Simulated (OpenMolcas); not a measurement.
**How basis sets differ on C2H3B (SMILES [H]B([H])C#C)**

The species is C2H3B (6 atoms), meant as a singlet with charge 0. As SMILES, `[H]B([H])C#C`. Geometry: relaxed at GFN2-xTB.

```xyz
6

B     0.5680    0.9816    0.0054
H     1.7337    0.9720    0.1003
H    -0.0211    1.9882   -0.0859
C    -0.1817   -0.3138   -0.0005
C    -0.7849   -1.3592   -0.0069
H    -1.3140   -2.2687   -0.0124
```

Each level gives the HOMO–LUMO gap (eV). The values are calculated.

```
                               level          kind     program  value (eV)
                           HF/STO-3G  Hartree–Fock  OpenMolcas       14.36
                            HF/3-21G  Hartree–Fock  OpenMolcas       12.41
                          HF/cc-pVDZ  Hartree–Fock  OpenMolcas       12.22
                         HF/def2-SVP  Hartree–Fock  OpenMolcas       12.27
HF/aug-pc-1 (Cholesky decomposition)  Hartree–Fock  OpenMolcas       11.61
```

The values span 11.61 to 14.36 eV. A Hartree–Fock LUMO above zero doesn't converge with the basis: it sinks as sets grow more diffuse. Orbital gaps aren't excitation energies.

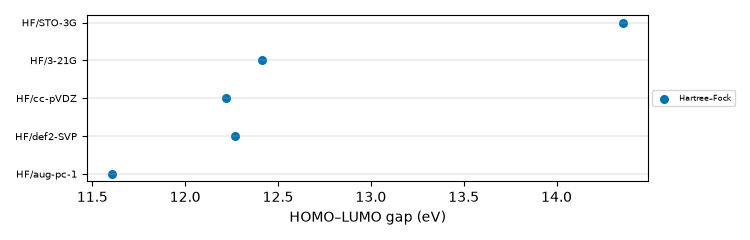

The values of the table, level by level.
